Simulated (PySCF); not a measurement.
B(All)(Me)2, C₅H₁₁B, SMILES CB(CC=C)C, singlet at its GFN2-xTB optimised geometry (Å):

```
17

B     -0.7388     0.2826     0.0000
C      0.8496     0.2826     0.0000
C      1.5034    -1.0591    -0.0295
C      2.1716    -1.5500    -1.0573
H      1.1872     0.8184     0.8938
H      1.2007     0.8745    -0.8504
H      1.3843    -1.6533     0.8680
H      2.3069    -0.9857    -1.9663
H      2.6120    -2.5328    -1.0400
C     -1.5047     1.6613     0.0000
H     -0.8641     2.5328     0.1122
H     -2.2578     1.6962     0.7861
H     -2.0524     1.7783    -0.9352
C     -1.5425    -1.0717    -0.0038
H     -1.4114    -1.5803     0.9516
H     -1.1598    -1.7604    -0.7556
H     -2.6120    -0.9553    -0.1624
```

Computed with B3LYP/def2-SVP (PySCF 2.14.0). Cells within 0.4 Å of a nucleus heavier than hydrogen are left out (blank, or x).

Map of the Laplacian of the electron density (e/bohr⁵), clipped to [-1.50, 1.50] on the plane z = 0.0 Å:

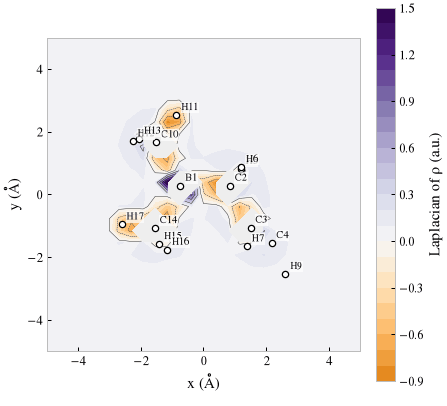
Laplacian of the electron density (e/bohr⁵), clipped to [-1.50, 1.50] on the plane z = 0.0 Å.
